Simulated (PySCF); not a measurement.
Molecule: CH2N, SMILES C=[N], doublet. Atoms near the plane z = 0.0 Å, at the B3LYP/def2-SVP optimised geometry (x, y, z in Å): C1 (-0.2, 0.0, 0.0), N2 (-0.9, -1.0, 0.0), H3 (-0.7, 1.0, 0.0), H4 (0.9, 0.0, 0.0).

Calculation: unrestricted B3LYP/def2-TZVP (PySCF). Cells within 0.4 Å of a nucleus heavier than hydrogen are left out (blank, or x). The values are rescaled to run from 0 to 1.

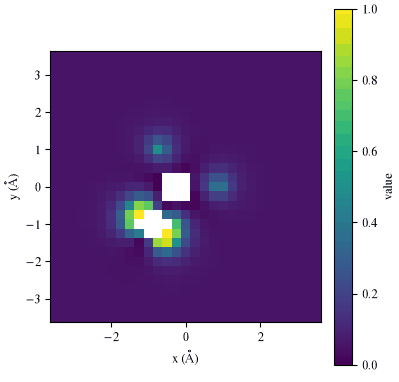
Figure: a field on the plane z = 0.0 Å.

Q: Which quantity is mapped?
(A) an orbital amplitude
(B) deformation density (molecule minus spherical neutral atoms)
(C) spin density
(D) electrostatic potential

A: C, spin density. In full: spin density (e/bohr³), clipped to [-0.05, 0.10].
